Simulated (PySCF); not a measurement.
SMILES F[Si]I at its B3LYP/def2-SVP optimised geometry (Å):

```
3

Si    -0.5631    -1.2340     0.0000
F      1.0693    -1.2340     0.0000
I     -1.0693     1.2340     0.0000
```

Method: B3LYP/def2-TZVP, def2 effective core potentials past Kr (PySCF). The core electrons that the potentials of I replace are not part of the density. Cells within 0.4 Å of a nucleus heavier than hydrogen are left out (blank, or x).

Map of the HOMO−1 amplitude (bohr^(-3/2)) on the plane z = 0.0 Å; orbital energy -7.75 eV, overall sign arbitrary:

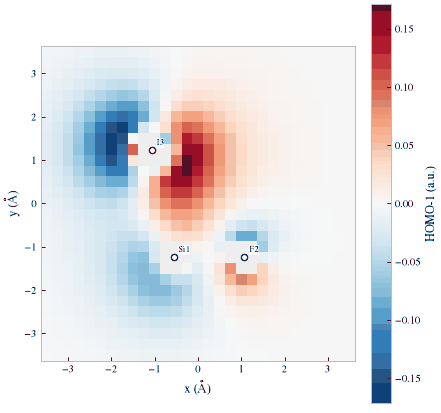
HOMO−1 amplitude (bohr^(-3/2)) on the plane z = 0.0 Å.
